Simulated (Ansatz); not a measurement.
# BH5O (B(H2O)H3) at 6 levels

Wanted: a comparison of 6 runs (BLYP/STO-3G, PBE/STO-3G, revPBE/STO-3G, wB97M-V/STO-3G, CCSDT(Q)/STO-3G, FCI/STO-3G) of BH5O (B(H2O)H3). 

The calculation is run with Ansatz 0.2.0.

53 further runs of the same task are left out: 53 set aside as unsound or not needed.

## (1) The structure to begin with

BH5O: 7 atoms, total charge 0, spin state singlet. SMILES: `[H]B([H])([H])<-O`. The H4–O2 distance was set to 1.444 Å, away from the relaxed value. At this shape a bond of the SMILES string is far longer than usual.

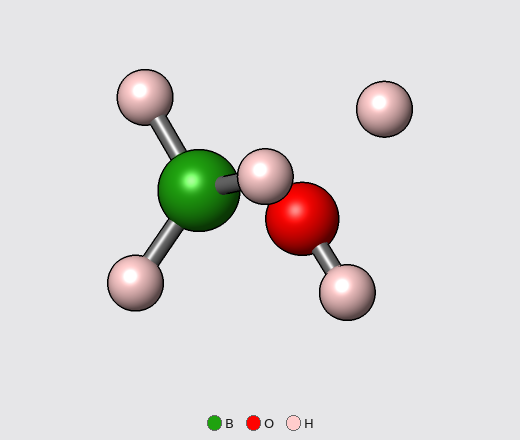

Viewed from a chosen angle; boron green, oxygen red, hydrogen pink.

## (2) A single-point energy at BLYP/STO-3G (run 1)

File molecule.yaml:

```yaml
crystal:
  periodic: [false, false, false]
  atoms:
    - {symbol: B, position_ang: [-0.124934, -0.539429, -0.775906]}
    - {symbol: O, position_ang: [-0.091914, -0.574379, 0.923714]}
    - {symbol: H, position_ang: [-1.028794, -0.570339, 1.145474]}
    - {symbol: H, position_ang: [0.486320, 0.708910, 1.244780]}
    - {symbol: H, position_ang: [1.017386, -0.496269, -1.077306]}
    - {symbol: H, position_ang: [-0.736994, 0.448591, -1.037206]}
    - {symbol: H, position_ang: [-0.677464, -1.543509, -1.065636]}
basis:
  gaussian:
    orbitals: STO-3G
hamiltonian:
  xc: {name: BLYP}
accuracy: high
```

Launch:

```console
ansatz run molecule.yaml --threads 1 --pin off --max-ram 2610MiB --events-out events.jsonl --progress --plain --runs-dir runs
```

Output:

```text
Warning: RAYON_NUM_THREADS=1 ignored (pool sized by the plan → 1); use --threads N
Functional definition: BLYP
  name "BLYP"
  parameter beta = 0.0042
  parameter a = 0.04918
  parameter b = 0.132
  parameter c = 0.2533
  parameter d = 0.349
  exchange = b88_x(beta = beta)
  correlation = lyp_c(a = a, b = b, c = c, d = d)
251 factors; integrals over basis functions are off by at most 5.4e-8 eV
mean field evaluation 1: about -2762.8108 eV, gradient 1.3e1 eV
mean field evaluation 2: about -2762.6164 eV, gradient 1.6e1 eV
mean field evaluation 4: about -2763.5829 eV, gradient 2.1e0 eV
mean field evaluation 8: about -2763.5202 eV, gradient 6.6e-2 eV
mean field evaluation 16: about -2763.5202 eV, gradient 4.6e-7 eV
mean field -2763.52017986 eV, -101.5574934285 hartree, gradient 9.1e-8 eV, S^2 0.000000; 0 other end points of the search recorded, 0 dependent functions left out
reference -2763.52021645 eV, -101.5574947734 hartree; 9, 9 occupied and 6, 6 virtual orbitals, 251 factors
Total energy: -2763.52021645 eV, -101.5574947734 hartree
```

Run time: 0.8 s. Hardware: 1 thread of Arm Neoverse V2, shared host; peak memory 0.091 GiB.

## (3) The energy at PBE/STO-3G (run 2)

File job.yaml:

```yaml
crystal:
  periodic: [false, false, false]
  atoms:
    - {symbol: B, position_ang: [-0.124934, -0.539429, -0.775906]}
    - {symbol: O, position_ang: [-0.091914, -0.574379, 0.923714]}
    - {symbol: H, position_ang: [-1.028794, -0.570339, 1.145474]}
    - {symbol: H, position_ang: [0.486320, 0.708910, 1.244780]}
    - {symbol: H, position_ang: [1.017386, -0.496269, -1.077306]}
    - {symbol: H, position_ang: [-0.736994, 0.448591, -1.037206]}
    - {symbol: H, position_ang: [-0.677464, -1.543509, -1.065636]}
basis:
  gaussian: {orbitals: STO-3G}
hamiltonian: {xc: {name: PBE}}
accuracy: high
```

Launch:

```console
ansatz run job.yaml --threads 1 --pin off --max-ram 2610MiB --events-out events.jsonl --progress --plain --runs-dir runs
```

Output:

```text
Warning: RAYON_NUM_THREADS=1 ignored (pool sized by the plan → 1); use --threads N
Functional definition: PBE
  name "PBE"
  parameter kappa = 0.804
  parameter beta = 0.06672455060314922
  exchange = pbe_x(kappa = kappa, mu = beta*pi^2/3)
  correlation = pbe_c(beta = beta)
251 factors; integrals over basis functions are off by at most 5.4e-8 eV
mean field evaluation 1: about -2760.5449 eV, gradient 1.3e1 eV
mean field evaluation 2: about -2760.3441 eV, gradient 1.6e1 eV
mean field evaluation 4: about -2761.2946 eV, gradient 2.4e0 eV
mean field evaluation 8: about -2761.2375 eV, gradient 6.5e-2 eV
mean field evaluation 16: about -2761.2375 eV, gradient 3.9e-7 eV
mean field -2761.23751491 eV, -101.4736070388 hartree, gradient 9.6e-8 eV, S^2 0.000000; 0 other end points of the search recorded, 0 dependent functions left out
reference -2761.23751682 eV, -101.4736071093 hartree; 9, 9 occupied and 6, 6 virtual orbitals, 251 factors
Total energy: -2761.23751682 eV, -101.4736071093 hartree
```

It took 0.8 s on 1 thread of Arm Neoverse V2, shared host; peak memory 0.091 GiB.

## (4) The energy at revPBE/STO-3G (run 3)

Edit molecule.yaml of step 2 so:

```diff
@@ -14,3 +14,3 @@
 hamiltonian:
-  xc: {name: BLYP}
+  xc: {name: revPBE}
 accuracy: high
```

Launch:

```console
ansatz run molecule.yaml --threads 1 --pin off --max-ram 2610MiB --events-out events.jsonl --progress --plain --runs-dir runs
```

Output:

```text
Warning: RAYON_NUM_THREADS=1 ignored (pool sized by the plan → 1); use --threads N
Functional definition: revPBE
  name "revPBE"
  parameter kappa = 1.245
[... 3 set-up lines as earlier in the session ...]
251 factors; integrals over basis functions are off by at most 5.4e-8 eV
mean field evaluation 1: about -2763.6173 eV, gradient 1.3e1 eV
mean field evaluation 2: about -2763.4066 eV, gradient 1.6e1 eV
mean field evaluation 4: about -2764.3830 eV, gradient 2.2e0 eV
mean field evaluation 8: about -2764.3236 eV, gradient 6.4e-2 eV
mean field evaluation 16: about -2764.3236 eV, gradient 3.9e-7 eV
mean field -2764.32359787 eV, -101.5870184959 hartree, gradient 9.9e-8 eV, S^2 0.000000; 0 other end points of the search recorded, 0 dependent functions left out
reference -2764.32360025 eV, -101.5870185835 hartree; 9, 9 occupied and 6, 6 virtual orbitals, 251 factors
Total energy: -2764.32360025 eV, -101.5870185835 hartree
```

Run time: 0.8 s. Hardware: 1 thread of Arm Neoverse V2, shared host; peak memory 0.091 GiB.

Runs 4 to 5 aren't shown in full; the table further down has their settings and results.

## (5) A single-point energy at FCI/STO-3G (run 6)

Edit job.yaml of step 3 so:

```diff
@@ -12,3 +12,3 @@
   gaussian: {orbitals: STO-3G}
-hamiltonian: {xc: {name: PBE}}
+correlation: {method: fci, frozen_orbitals: {B: 1, H: 0, O: 1}}
 accuracy: high
```

Launch:

```console
ansatz run job.yaml --threads 1 --pin off --max-ram 2610MiB --events-out events.jsonl --progress --plain --runs-dir runs
```

Output:

```text
Warning: RAYON_NUM_THREADS=1 ignored (pool sized by the plan → 1); use --threads N
Functional definition: HF
  name "HF"
  exchange = exact_x
  correlation = 0
251 factors; integrals over basis functions are off by at most 5.4e-8 eV
mean field evaluation 1: about -2746.5364 eV, gradient 1.4e1 eV
mean field evaluation 2: about -2746.6019 eV, gradient 1.4e1 eV
mean field evaluation 4: about -2747.6348 eV, gradient 1.8e0 eV
mean field evaluation 8: about -2747.6521 eV, gradient 6.4e-5 eV
mean field -2747.65205033 eV, -100.9743504242 hartree, gradient 1.0e-8 eV, S^2 0.000000; 0 other end points of the search recorded, 0 dependent functions left out; unrestricted orbitals would lower it
mean field evaluation 16: about -2747.9279 eV, gradient 3.8e-1 eV
2 core orbitals not correlated: weight in the atoms' cores, before any rotation towards them, 1.000 or more for the frozen orbitals, at most 0.000 for the correlated occupied ones
reference -2747.65205033 eV, -100.9743504242 hartree; 7, 7 occupied and 6, 6 virtual orbitals, 251 factors
state -2752.02021808 eV, -101.1348776283 hartree
Total energy: -2752.02021808 eV, -101.1348776283 hartree
```

Run time: 11 s. Hardware: 1 thread of Arm Neoverse V2, shared host; peak memory 0.28 GiB.

## (6) The series

```tsv
run	level	frozen core orbitals	energy (Eh)	wall time
1	BLYP/STO-3G	–	-101.557495	0.8 s
2	PBE/STO-3G	–	-101.473607	0.8 s
3	revPBE/STO-3G	–	-101.587019	0.8 s
4	wB97M-V/STO-3G	–	-101.575047	15 s
5	CCSDT(Q)/STO-3G	2	-101.134872	0.22 s
6	FCI/STO-3G	2	-101.134878	11 s
```

## (7) Summary of results

```
                                          quantity          value
                               run 6: total energy  -101.13488 Eh
run 6: correlation energy (2 core orbitals frozen)     -160.5 mEh
```

In words: Against full CI in this basis: CCSDT(Q) +0.0 mEh. Totals of different functionals can't be ranked against each other. In run 5 the log says that unrestricted orbitals would lower the reference, so the values rest on an unstable closed-shell determinant (other closed-shell runs at this shape may share the fault). In runs 1, 2, 3, 4, 5, 6 the basis is minimal, so the values are rough. All runs together took 29 s, the longest 15 s.
